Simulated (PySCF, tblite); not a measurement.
# C4H12P2Si: a rotation path, then NMR shifts on frames, part 2 of 2

tblite 0.8.0 and PySCF 2.14.0. Atoms count from 0.

### 5 Nuclear shieldings: image 5, PBE0/pcSseg-1

What the job is given:

```
{"job": {"kind": "nmr", "xc": "PBE0", "basis": "pcSseg-1", "pop": false}, "charge": 0, "multiplicity": 1}
P      2.334800     1.310500     1.029400
Si     1.306600    -0.188300    -0.304400
P      2.414700    -2.138100    -0.047700
C     -0.538200    -0.577100     0.066500
C     -1.273700     0.429300     0.969700
C     -2.012600     0.975600    -0.256000
C     -1.522200    -0.227700    -1.069700
H      2.084900     0.604200     2.192600
H      1.235900     2.127500     1.205500
H      1.423400     0.392300    -1.658300
H      2.162200    -2.575600    -1.332900
H      3.645200    -1.616500    -0.397700
H     -0.617000    -1.610400     0.413600
H     -0.651400     1.145000     1.507800
H     -1.937900    -0.053400     1.685900
H     -1.600000     1.917200    -0.612300
H     -3.091300     1.080300    -0.155300
H     -1.084000     0.002200    -2.039600
H     -2.289200    -0.987500    -1.204500
```

Level: GIAO PBE0/pcSseg-1 NMR shielding, non-relativistic, gas phase.

The log of the run:

```text
coarse grid: 16656 points
cycle   1  E = -1131.1033275398  dE =  5.790e-01  |g| = 3.644e-01  |ddm| = 3.908e+00
cycle   2  E = -1131.0896181166  dE =  1.371e-02  |g| = 4.430e-01  |ddm| = 8.035e-01
cycle   3  E = -1131.1403494053  dE = -5.073e-02  |g| = 4.890e-02  |ddm| = 4.611e-01
cycle   4  E = -1131.1408627877  dE = -5.134e-04  |g| = 1.908e-02  |ddm| = 8.072e-02
cycle   5  E = -1131.1409532395  dE = -9.045e-05  |g| = 5.678e-03  |ddm| = 3.147e-02
cycle   6  E = -1131.1409613086  dE = -8.069e-06  |g| = 1.747e-03  |ddm| = 9.160e-03
final grid: 145080 points
cycle   7  E = -1131.1842969863  dE = -3.730e-05  |g| = 8.518e-03  |ddm| = 3.692e-02
cycle   8  E = -1131.1842830660  dE =  1.392e-05  |g| = 1.129e-02  |ddm| = 1.870e-02
cycle   9  E = -1131.1843157250  dE = -3.266e-05  |g| = 6.382e-04  |ddm| = 1.099e-02
cycle  10  E = -1131.1843158086  dE = -8.360e-08  |g| = 2.304e-04  |ddm| = 9.760e-04
cycle  11  E = -1131.1843158216  dE = -1.293e-08  |g| = 5.459e-05  |ddm| = 2.753e-04
cycle  12  E = -1131.1843158223  dE = -7.194e-10  |g| = 1.111e-05  |ddm| = 8.293e-05
converged SCF energy = -1131.1843158223

GIAO shielding tensors (ppm)
atom      isotropic    diamagn.    paramagn.     s11        s22        s33       span
  0 P      612.782     968.194    -355.413    551.460    606.324    680.562    129.101
  1 Si     350.189     881.202    -531.012    282.660    352.442    415.465    132.805
  2 P      619.720     967.535    -347.815    556.324    622.348    680.487    124.163
  3 C      165.679     252.911     -87.232    158.332    165.447    173.257     14.925
  4 C      161.362     248.140     -86.778    145.500    157.772    180.814     35.315
  5 C      166.707     252.205     -85.498    151.052    167.820    181.249     30.197
  6 C      159.221     249.028     -89.807    141.293    157.343    179.026     37.733
  7 H       30.908      31.414      -0.506     26.244     27.881     38.599     12.355
  8 H       30.244      31.967      -1.723     24.451     28.336     37.947     13.496
  9 H       26.669      30.574      -3.905     23.867     25.015     31.125      7.258
 10 H       30.380      30.272       0.108     24.784     27.604     38.754     13.970
 11 H       30.614      29.698       0.916     24.203     28.211     39.429     15.226
 12 H       30.003      33.446      -3.443     24.455     30.530     35.025     10.570
 13 H       29.603      32.498      -2.895     24.872     29.989     33.947      9.076
 14 H       29.146      31.117      -1.971     26.075     26.635     34.726      8.651
 15 H       29.646      31.330      -1.684     26.448     28.055     34.437      7.989
 16 H       29.697      29.804      -0.107     25.854     26.191     37.047     11.193
 17 H       29.885      31.288      -1.403     25.826     28.537     35.292      9.465
 18 H       29.080      30.891      -1.811     25.745     26.823     34.673      8.928
```

Run time: 90 s. Hardware: 1 thread, shared host.

In short: δ C6 27.7, C4 25.6, C3 21.2, C5 20.2, H9 5.05, H18 2.64 ppm.

### 6 NMR shieldings: image 6, PBE0/pcSseg-1

What the job is given:

```
{"job": {"kind": "nmr", "xc": "PBE0", "basis": "pcSseg-1", "pop": false}, "charge": 0, "multiplicity": 1}
P      2.412800     1.195100     1.213900
Si     1.306400    -0.131800    -0.235200
P      2.377600    -2.118400    -0.242600
C     -0.528300    -0.518300     0.171900
C     -1.301900     0.592800     0.903200
C     -2.042000     0.921300    -0.397200
C     -1.501600    -0.372600    -1.017400
H      2.216900     0.358900     2.298300
H      1.329900     1.985000     1.544100
H      1.381400     0.595900    -1.519300
H      2.064400    -2.409800    -1.555500
H      3.603200    -1.580700    -0.586300
H     -0.586200    -1.490600     0.667900
H     -0.704400     1.401400     1.324700
H     -1.959700     0.209200     1.682600
H     -1.658700     1.814000    -0.886300
H     -3.124900     1.000100    -0.320800
H     -1.051900    -0.273900    -2.004100
H     -2.242800    -1.168300    -1.049400
```

Level: GIAO PBE0/pcSseg-1 NMR shielding, non-relativistic, gas phase.

The log of the run:

```text
coarse grid: 16656 points
cycle   1  E = -1131.1044530423  dE =  5.783e-01  |g| = 3.648e-01  |ddm| = 3.912e+00
cycle   2  E = -1131.0904770950  dE =  1.398e-02  |g| = 4.443e-01  |ddm| = 8.039e-01
cycle   3  E = -1131.1415223547  dE = -5.105e-02  |g| = 4.900e-02  |ddm| = 4.617e-01
cycle   4  E = -1131.1420382352  dE = -5.159e-04  |g| = 1.914e-02  |ddm| = 8.099e-02
cycle   5  E = -1131.1421293535  dE = -9.112e-05  |g| = 5.623e-03  |ddm| = 3.171e-02
cycle   6  E = -1131.1421372105  dE = -7.857e-06  |g| = 1.757e-03  |ddm| = 9.093e-03
final grid: 145080 points
cycle   7  E = -1131.1852355075  dE = -3.475e-05  |g| = 8.562e-03  |ddm| = 3.350e-02
cycle   8  E = -1131.1852212831  dE =  1.422e-05  |g| = 1.137e-02  |ddm| = 1.890e-02
cycle   9  E = -1131.1852544555  dE = -3.317e-05  |g| = 6.561e-04  |ddm| = 1.108e-02
cycle  10  E = -1131.1852545445  dE = -8.905e-08  |g| = 2.240e-04  |ddm| = 9.645e-04
cycle  11  E = -1131.1852545566  dE = -1.211e-08  |g| = 5.428e-05  |ddm| = 2.669e-04
cycle  12  E = -1131.1852545573  dE = -7.039e-10  |g| = 1.123e-05  |ddm| = 8.274e-05
converged SCF energy = -1131.1852545573

GIAO shielding tensors (ppm)
atom      isotropic    diamagn.    paramagn.     s11        s22        s33       span
  0 P      618.845     968.099    -349.254    555.441    622.818    678.275    122.834
  1 Si     355.228     881.316    -526.088    288.711    361.415    415.559    126.848
  2 P      622.872     967.539    -344.667    563.305    624.504    680.807    117.502
  3 C      164.963     252.805     -87.842    157.652    166.464    170.773     13.122
  4 C      161.822     248.749     -86.927    147.145    157.262    181.059     33.914
  5 C      167.109     252.174     -85.065    151.904    167.305    182.117     30.213
  6 C      160.921     249.000     -88.079    144.684    158.310    179.770     35.086
  7 H       30.955      31.348      -0.393     26.049     27.976     38.840     12.791
  8 H       30.235      31.881      -1.646     24.229     28.484     37.991     13.762
  9 H       26.741      30.650      -3.909     23.938     25.076     31.209      7.271
 10 H       30.405      30.336       0.069     24.709     27.738     38.769     14.060
 11 H       30.630      29.723       0.906     24.281     28.201     39.408     15.127
 12 H       30.004      33.464      -3.460     24.915     30.325     34.771      9.857
 13 H       29.652      32.404      -2.753     24.771     29.983     34.200      9.429
 14 H       29.186      31.207      -2.021     26.015     26.715     34.827      8.812
 15 H       29.616      31.233      -1.617     26.457     27.757     34.635      8.179
 16 H       29.690      29.783      -0.093     25.919     26.178     36.974     11.055
 17 H       29.951      31.332      -1.381     25.851     28.755     35.246      9.394
 18 H       29.128      30.935      -1.807     25.766     26.946     34.672      8.906
```

Run time: 87 s. Hardware: 1 thread, shared host.

This run: δ C6 26.0, C4 25.1, C3 22.0, C5 19.8, H9 4.98, H18 2.59 ppm.

### 7 NMR shieldings: image 8, PBE0/pcSseg-1

What the job is given:

```
{"job": {"kind": "nmr", "xc": "PBE0", "basis": "pcSseg-1", "pop": false}, "charge": 0, "multiplicity": 1}
P      2.404200     1.047300     1.551100
Si     1.274700     0.007900    -0.103600
P      2.250900    -1.965500    -0.590600
C     -0.535400    -0.350000     0.380300
C     -1.350800     0.920000     0.677900
C     -2.035200     0.777800    -0.686900
C     -1.465700    -0.640400    -0.811600
H      2.816400    -0.121800     2.165800
H      1.311600     1.173100     2.385500
H      1.290400     0.963800    -1.229700
H      1.873400    -1.960200    -1.919400
H      3.478800    -1.394600    -0.871200
H     -0.576300    -1.104000     1.170100
H     -0.777600     1.834200     0.830600
H     -2.039600     0.797200     1.512300
H     -1.628100     1.458800    -1.431000
H     -3.120200     0.860400    -0.688300
H     -0.980600    -0.882000    -1.756200
H     -2.200600    -1.412900    -0.592500
```

With the program's defaults for keys left out, this is: GIAO PBE0/pcSseg-1 NMR shielding, non-relativistic, gas phase.

The log of the run:

```text
coarse grid: 16656 points
cycle   1  E = -1131.1056071085  dE =  5.878e-01  |g| = 3.668e-01  |ddm| = 3.920e+00
cycle   2  E = -1131.0906620499  dE =  1.495e-02  |g| = 4.500e-01  |ddm| = 8.201e-01
cycle   3  E = -1131.1430919323  dE = -5.243e-02  |g| = 4.880e-02  |ddm| = 4.763e-01
cycle   4  E = -1131.1436090206  dE = -5.171e-04  |g| = 1.838e-02  |ddm| = 8.297e-02
cycle   5  E = -1131.1436911838  dE = -8.216e-05  |g| = 5.460e-03  |ddm| = 3.142e-02
cycle   6  E = -1131.1436983808  dE = -7.197e-06  |g| = 1.768e-03  |ddm| = 8.827e-03
final grid: 145080 points
cycle   7  E = -1131.1868327870  dE = -3.923e-05  |g| = 8.488e-03  |ddm| = 3.825e-02
cycle   8  E = -1131.1868192141  dE =  1.357e-05  |g| = 1.125e-02  |ddm| = 1.880e-02
cycle   9  E = -1131.1868515030  dE = -3.229e-05  |g| = 6.214e-04  |ddm| = 1.089e-02
cycle  10  E = -1131.1868515828  dE = -7.979e-08  |g| = 2.260e-04  |ddm| = 9.436e-04
cycle  11  E = -1131.1868515951  dE = -1.234e-08  |g| = 5.679e-05  |ddm| = 2.708e-04
cycle  12  E = -1131.1868515959  dE = -7.676e-10  |g| = 1.153e-05  |ddm| = 8.711e-05
converged SCF energy = -1131.1868515959

GIAO shielding tensors (ppm)
atom      isotropic    diamagn.    paramagn.     s11        s22        s33       span
  0 P      617.317     967.778    -350.460    552.017    637.668    662.266    110.249
  1 Si     369.238     881.561    -512.323    333.798    365.788    408.128     74.330
  2 P      624.391     967.656    -343.264    573.990    619.582    679.602    105.613
  3 C      162.832     251.912     -89.080    152.933    165.473    170.090     17.157
  4 C      162.420     249.808     -87.388    149.104    157.970    180.187     31.082
  5 C      167.336     251.921     -84.585    152.973    166.408    182.626     29.654
  6 C      162.897     249.500     -86.602    149.807    158.756    180.129     30.322
  7 H       30.816      30.872      -0.055     25.317     28.905     38.228     12.911
  8 H       30.672      31.607      -0.935     24.514     29.416     38.087     13.572
  9 H       26.761      30.817      -4.056     24.027     24.922     31.333      7.307
 10 H       30.365      30.515      -0.150     24.364     27.830     38.901     14.538
 11 H       30.769      29.851       0.918     24.858     28.341     39.108     14.250
 12 H       29.926      33.403      -3.478     26.136     29.559     34.082      7.946
 13 H       30.069      32.040      -1.971     25.442     30.081     34.684      9.243
 14 H       29.214      31.276      -2.062     25.783     27.042     34.817      9.035
 15 H       29.524      31.087      -1.563     26.169     27.805     34.599      8.429
 16 H       29.713      29.712       0.001     26.033     26.118     36.988     10.955
 17 H       30.107      31.785      -1.679     25.583     29.666     35.072      9.489
 18 H       29.256      31.146      -1.890     25.824     27.066     34.878      9.054
```

Wall time 86 s (1 thread, shared host).

In short: δ C4 24.5, C3 24.1, C6 24.0, C5 19.6, H9 4.96, H14 2.50 ppm.

### 8 Run by run: NMR shifts

Shifts (ppm) of some atoms, chosen among heavy atoms and hydrogens apart, with basis size and wall time:

| frame | C6 | C3 | H13 | H8 | P2 | P0 | Si1 | functions | time |
| --- | --- | --- | --- | --- | --- | --- | --- | --- | --- |
| image 0 | 23.1 | 20.3 | 2.02 | 1.37 | -310.5 | -315.9 | -16.1 | 200 | 95 s |
| image 2 | 25.5 | 21.5 | 1.96 | 1.36 | -303.5 | -310.0 | -12.3 | 200 | 94 s |
| image 5 | 27.7 | 21.2 | 2.11 | 1.47 | -301.3 | -294.4 | -1.0 | 200 | 90 s |
| image 6 | 26.0 | 22.0 | 2.07 | 1.48 | -304.5 | -300.5 | -6.1 | 200 | 87 s |
| image 8 | 24.0 | 24.1 | 1.65 | 1.04 | -306.0 | -298.9 | -20.1 | 200 | 86 s |

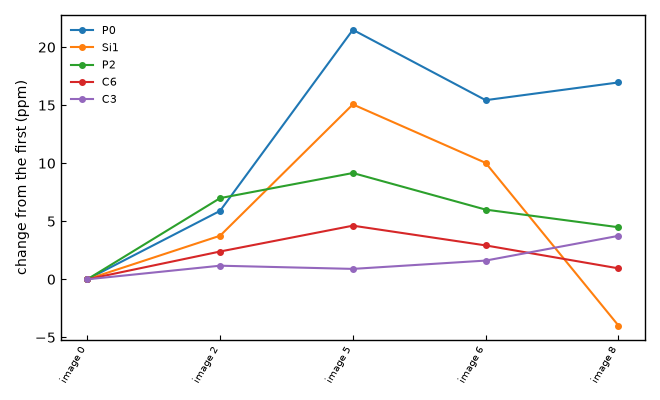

How five of the tabulated atoms move from run to run.

### 9 Results

This closing draws on all 2 parts.

```
                                         quantity                                                                       value
                                          barrier                                          0.045 eV (1.0 kcal/mol) at image 5
                            end to end (GFN2-xTB)                                                                    0.001 eV
  ¹³C shifts against TMS (PBE0/pcSseg-1, image 0)                                                  23.1, 23.1, 21.4, 20.3 ppm
   ¹H shifts against TMS (PBE0/pcSseg-1, image 0)  4.90, 2.54, 2.41, 2.02, 1.99, 1.94, 1.90, 1.71, 1.37, 1.09, 1.03, 0.92 ppm
³¹P shifts against H3PO4 (PBE0/pcSseg-1, image 0)                                                          -310.5, -315.9 ppm
 ²⁹Si shifts against TMS (PBE0/pcSseg-1, image 0)                                                                   -16.1 ppm
                         range of the shift of P0                                                        -315.9 to -294.4 ppm
```

**Reading.** Along the band the dihedral turns by 123°, and the top (dihedral 17°) lies 1.0 kcal/mol above the start (GFN2-xTB, rough), so at room temperature this motion is fast. The top was not checked by a frequency run. Shifts at one fixed geometry are not the observed spectrum, which averages over the motion. In the first frame run (image 0): Shielding is most anisotropic at P2 (span 143 ppm, paramagnetic term -339 ppm). In ppm, P0 moves most: its shift spreads over 21.5 ppm, from -315.9 (image 0) to -294.4 (image 5).
